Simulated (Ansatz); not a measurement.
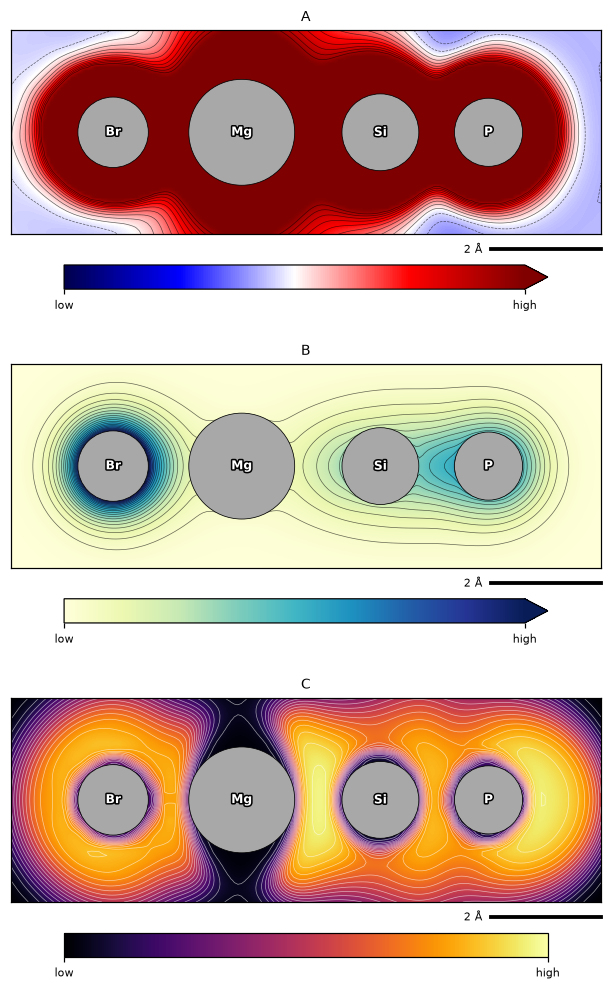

BrMgPSi (SMILES P#[Si][Mg][Br]): 3 fields on a plane that holds the molecular axis, with unlabelled colour scales. Grey discs cover the atomic cores.

Geometry: PBE0-D3(BJ)/def2-SVP.

The calculation used isolated molecule in a Gaussian basis; Kohn-Sham density functional theory, functional PBE0 in Ansatz.

### Match the panels to the quantities (electron density, electron localisation function and electrostatic potential).

Panel A: electrostatic potential (strongly positive close to the atoms, with negative regions outside electron-rich atoms). Panel B: electron density. Panel C: electron localisation function. From the grid: Si–P (1.97 Å): the density is about 0.94 e/Å³ at the midpoint; the ELF peaks at about 0.80 between the atoms (a covalent bond). Mg–Br (2.34 Å): ρ at the midpoint is about 0.51 e/Å³; the ELF peaks at about 0.80 in the valence shell of Br, 1.1 Å from its nucleus, and falls to about 0.10 next to Mg: a closed-shell, largely ionic contact.
